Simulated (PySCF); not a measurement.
**SnH2F2 (SMILES [F][SnH2][F]): a chain of runs**

We compute a structure relaxation (HF-D3(BJ)/def2-SVP), then vibrational wavenumbers, then a single-point energy (M06-HF/STO-3G), then the excited states (TDA-PBE50/ma-def2-SVP) of SnH2F2. Input form: a Python script.

The results are computed with PySCF 2.14.0.

### 1 The system as given

The species is SnH2F2 (5 atoms), meant as a singlet with charge 0. SMILES: `[F][SnH2][F]`. All atoms were displaced at random from a relaxed shape. The run starts from this shape.

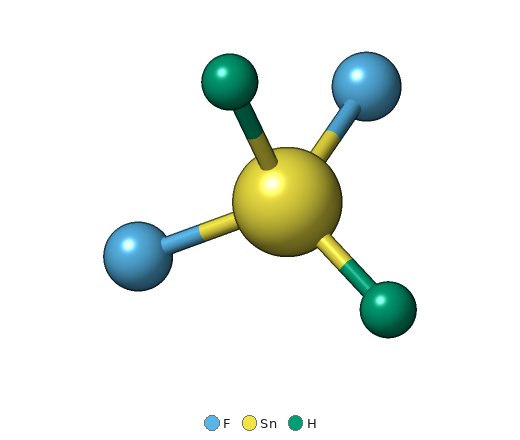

Viewed from a chosen angle; fluorine blue, tin yellow, hydrogen teal.

### 2 A structure relaxation at HF-D3(BJ)/def2-SVP (core potential) (run 1)

Input file input.py:

```python
from pyscf import gto, scf
from pyscf.geomopt.geometric_solver import kernel as optimise

molecule = gto.Mole()
molecule.atom = [
    ('F', (-0.326234, -0.258887, 1.797499)),
    ('Sn', (0.095337, -0.218281, -0.030782)),
    ('F', (-1.174203, 1.157815, -0.755129)),
    ('H', (-0.101402, -1.584937, -0.849532)),
    ('H', (1.602781, 0.772620, -0.067808)),
]
molecule.max_memory = 1860
molecule.charge = 0
molecule.ecp = {'Sn': 'def2-svp'}
molecule.basis = 'def2-svp'
molecule.verbose = 3
molecule.build()

mf = scf.RHF(molecule)
mf.disp = 'd3bj'
converged, mol_eq = optimise(mf, maxsteps=100, convergence_set='GAU_TIGHT')
print('converged:', converged)
print(mol_eq.tostring())

mf.reset(mol_eq)
molecule = mol_eq
mf.kernel()
e_final = mf.e_tot
print(f'total energy: {e_final:.8f} hartree')
```

On the command line:

```
$ OMP_NUM_THREADS=1 python input.py
```

The program printed:

```text
convergence_set           GAU_TIGHT
[... 26 lines left out ...]
> Convergence Criteria:
[... 17 lines left out ...]
WARN: Mole.unit (angstrom) is changed to Bohr
[... 11 lines left out ...]
Step    0 : Gradient = 4.894e-02/9.015e-02 (rms/max) Energy = -413.2640597681
[... 31 lines left out ...]
converged SCF energy = -413.27757838261
[... 41 lines left out ...]
converged SCF energy = -413.277969377572
[... 41 lines left out ...]
converged SCF energy = -413.277971540147
[... 41 lines left out ...]
converged SCF energy = -413.277971608838
[... 32 lines left out ...]
Converged! =D
[... 1 line left out ...]
converged: True
F          -0.36576875       -0.29396731        1.77901191
Sn          0.13226980       -0.08806972       -0.05290705
F          -1.19003237        1.11223837       -0.72902825
H          -0.09484183       -1.57597847       -0.81245817
H           1.61465216        0.71410713       -0.09037045
converged SCF energy = -413.277971609656
total energy: -413.27797161 hartree
```

Run time: 84 s. Hardware: 1 thread of Intel Xeon at 2.50GHz (Skylake/Cascade Lake), shared host; peak memory 0.15 GiB.

Steps, from the record of the run:

| step | energy from the first frame kept (eV) | largest force (eV/Å) |
| --- | --- | --- |
| 0 | 0.0000 | 4.6358 |
| 1 | -0.2699 | 1.9585 |
| 2 | -0.3679 | 0.3930 |
| 3 | -0.3777 | 0.1758 |
| 4 | -0.3785 | 0.0381 |
| 5 | -0.3785 | 0.0228 |
| 6 | -0.3786 | 0.0067 |
| 7 | -0.3786 | 0.0015 |
| 8 | -0.3786 | 0.0004 |
| 9 | -0.3786 | 0.0001 |

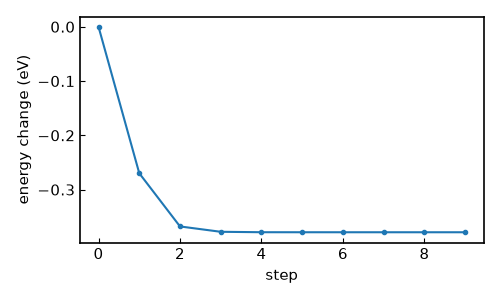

Energy along the run.

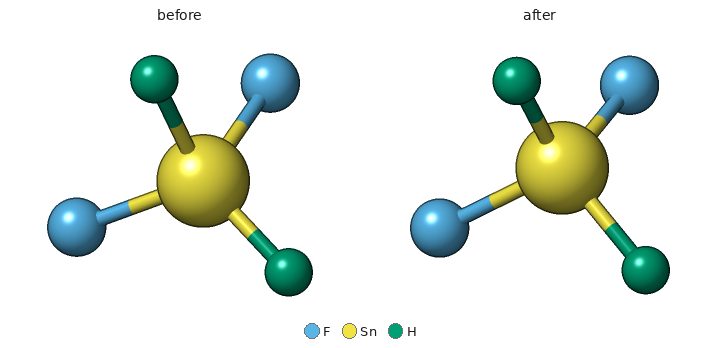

Before and after, at one scale.

After the run. Bond lengths: F1–Sn2 1.910 Å, Sn2–F3 1.910 Å, Sn2–H4 1.686 Å, Sn2–H5 1.686 Å. Angles: F1–Sn2–F3 103.1°, F1–Sn2–H4 107.6°, F1–Sn2–H5 107.6°, F3–Sn2–H4 107.6°, F3–Sn2–H5 107.6°, H4–Sn2–H5 121.9°.

### 3 The harmonic vibrations at HF-D3(BJ)/def2-SVP (core potential) (run 2)

Input file job.py:

```python
# [F][SnH2][F]
from pyscf import gto, scf, symm
from pyscf.hessian import thermo

molecule = gto.M(
    atom=[
    ('F', (-0.288124, -0.320568, 1.698636)),
    ('Sn', (0.209915, -0.114672, -0.133282)),
    ('F', (-1.112386, 1.085636, -0.809404)),
    ('H', (-0.017198, -1.602577, -0.892832)),
    ('H', (1.692300, 0.687506, -0.170747)),
],
    basis='def2-svp',
    verbose=3,
    ecp={'Sn': 'def2-svp'},
    max_memory=1860,
    charge=0,
)

hf = scf.RHF(molecule)
hf.disp = 'd3bj'
hf.kernel()

e_final = hf.e_tot
print('E(%s) = %.9f' % ('HF', e_final))
hess = hf.Hessian().kernel()
modes = thermo.harmonic_analysis(molecule, hess)
thermo.dump_normal_mode(molecule, modes)
symm.geom.TOLERANCE = 1e-3  # for the symmetry number
th = thermo.thermo(hf, modes['freq_au'], 500, 101325)
thermo.dump_thermo(molecule, th)
```

On the command line:

```
$ OMP_NUM_THREADS=1 python job.py
```

The program printed:

```text
converged SCF energy = -413.277971609663
E(HF) = -413.277971610
```

Wall time 61 s (1 thread of Intel Xeon at 2.50GHz (Skylake/Cascade Lake), shared host).

The run was cut off at its time limit.

### 4 The energy at M06-HF/STO-3G (run 3)

Input file calc.py:

```python
# [F][SnH2][F]
from pyscf import gto, dft

system = gto.Mole()
system.atom = [
    ('F', (-0.365769, -0.293967, 1.779012)),
    ('Sn', (0.132270, -0.088070, -0.052907)),
    ('F', (-1.190032, 1.112238, -0.729028)),
    ('H', (-0.094842, -1.575978, -0.812458)),
    ('H', (1.614652, 0.714107, -0.090370)),
]
system.cart = True
system.verbose = 4
system.max_memory = 1860
system.basis = 'sto-3g'
system.build()

calc0 = dft.RKS(system, xc='m06-hf')
calc0.kernel()

energy = calc0.e_tot
print('E(%s) = %.9f' % ('M06-HF', energy))
dip = calc0.dip_moment()
pop, q = calc0.mulliken_pop()
```

On the command line:

```
$ OMP_NUM_THREADS=1 python calc.py
```

The program printed:

```text
PySCF version 2.14.0

[... 75 lines left out ...]
converged SCF energy = -6166.72899345136
[... 1 line left out ...]
Dipole moment(X, Y, Z, Debye):  1.05377, -0.57481, -0.66847
[... 47 lines left out ...]
charge of    4H =     -0.14356
```

Wall time 18 s (1 thread of Intel Xeon at 2.50GHz (Skylake/Cascade Lake), shared host); peak memory 0.25 GiB.

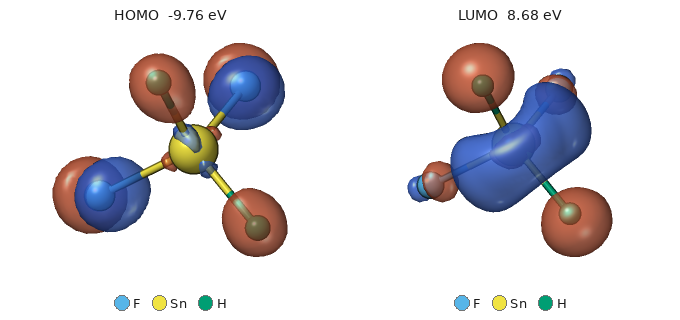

Frontier orbitals of this run, surfaces at ±0.2 Å^-3/2.

### 5 The vertical excitations at TDA-PBE50/ma-def2-SVP (density fitting with def2-universal-jkfit, core potential, spin of roots triplet) (run 4)

Input file run.py:

```python
from pyscf import gto, dft, tdscf

molecule = gto.M(
    atom=[
    ('F', (-0.365769, -0.293967, 1.779012)),
    ('Sn', (0.132270, -0.088070, -0.052907)),
    ('F', (-1.190032, 1.112238, -0.729028)),
    ('H', (-0.094842, -1.575978, -0.812458)),
    ('H', (1.614652, 0.714107, -0.090370)),
],
    ecp={'Sn': 'def2-svp'},
    basis='ma-def2-svp',
    verbose=4,
    max_memory=1860,
)

myscf = dft.RKS(molecule)
myscf.xc = 'pbe50'
myscf = myscf.density_fit(auxbasis='def2-universal-jkfit')
myscf.kernel()

energy = myscf.e_tot
print(f'total energy: {energy:.8f} hartree')

td = tdscf.TDA(myscf)
td.nstates = 4
td.singlet = False
td.kernel()
td.analyze()
roots = td.e * 27.211386
```

On the command line:

```
$ OMP_NUM_THREADS=1 python run.py
```

The program printed:

```text
PySCF version 2.14.0

[... 75 lines left out ...]
converged SCF energy = -414.892050857406
total energy: -414.89205086 hartree
[... 1 line left out ...]
******** <class 'pyscf.tdscf.rks.TDA'> for <class 'pyscf.df.df_jk.DFRKS'> ********
nstates = 4 triplet
deg_eia_thresh = 1.000e-03
wfnsym = None
conv_tol = 1e-05
eigh lindep = 1e-12
eigh level_shift = 0
eigh max_cycle = 100
```

It took 79 s on 1 thread of Intel Xeon at 2.50GHz (Skylake/Cascade Lake), shared host.

Time ran out before the run finished.

### 6 Summary of results

| quantity | value |
| --- | --- |
| run 1, HF-D3(BJ)/def2-SVP: total energy at the end | -413.27797 Eh |
| run 1, HF-D3(BJ)/def2-SVP: dipole moment | 3.90 D |
| run 1, HF-D3(BJ)/def2-SVP: HOMO energy | -13.35 eV |
| run 1, HF-D3(BJ)/def2-SVP: LUMO energy | 2.52 eV |
| run 1, HF-D3(BJ)/def2-SVP: HOMO–LUMO gap | 15.88 eV |
| run 1, HF-D3(BJ)/def2-SVP: dispersion energy | -56.34 kJ/mol |
| run 3, M06-HF/STO-3G: total energy | -6166.72899 Eh |
| run 3, M06-HF/STO-3G: dipole moment | 1.37 D |
| run 3, M06-HF/STO-3G: HOMO energy | -9.76 eV |
| run 3, M06-HF/STO-3G: LUMO energy | 8.68 eV |
| run 3, M06-HF/STO-3G: HOMO–LUMO gap | 18.44 eV |
| run 2, HF-D3(BJ)/def2-SVP | no result (timeout) |
| run 4, TDA-PBE50/ma-def2-SVP | no result (timeout) |

The optimisation (run 1, HF-D3(BJ)/def2-SVP) took 9 steps and changed the energy by -0.379 eV. Mulliken charges (run 1, HF-D3(BJ)/def2-SVP) run from -0.59 on F1 to +1.44 on Sn2. Mulliken charges (run 3, M06-HF/STO-3G) run from -0.23 on F1 to +0.75 on Sn2. Relativity is left out (run 3, M06-HF/STO-3G) although the molecule holds a heavy atom. 2 of the 4 runs did not end normally.
